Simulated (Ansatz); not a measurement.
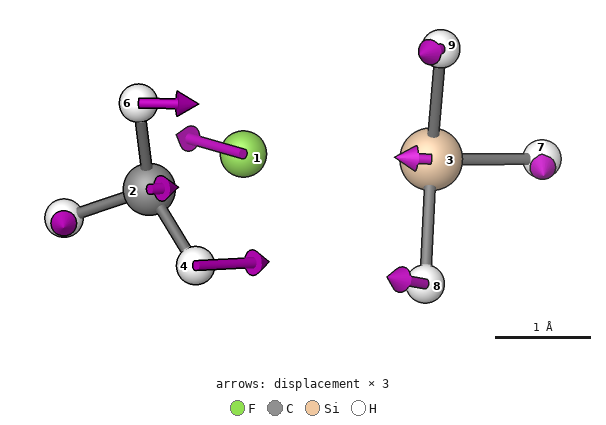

A constrained relaxation of CH6FSi (multiplicity 2). The starting structure is drawn; purple arrows show the displacements, 3 times their true length. The two geometries are superimposed by the best rigid fit.

Style: ball-and-stick. Shown at a tilt.

The reaction that was planned forms F1–Si3 and breaks F1–C2 (atoms numbered from 1 in input order).

Theory: UKS PBE0-D4/def2-SVP in Ansatz. Set-up: held fixed: the distance between atoms 1 (F) and 3 (Si), the distance between atoms 1 (F) and 2 (C), counting from 1; force threshold 0.08 eV/Å; at most 120 steps.

> What happened in the run?

The optimiser took 7 steps. The largest move after the best rigid fit is that of the F atom, 0.39 Å. Largest moves by element: F 0.39 Å, H 0.35 Å, Si 0.14 Å, C 0.14 Å. Near-neighbour distances that change, for instance: H–Si 1.468 → 1.519 Å, H–Si 1.454 → 1.499 Å, C–H 1.082 → 1.095 Å. Among the angles between lasting bonds that change: H–Si–H 117.7° → 109.2°, H–Si–H 107.4° → 105.0°.
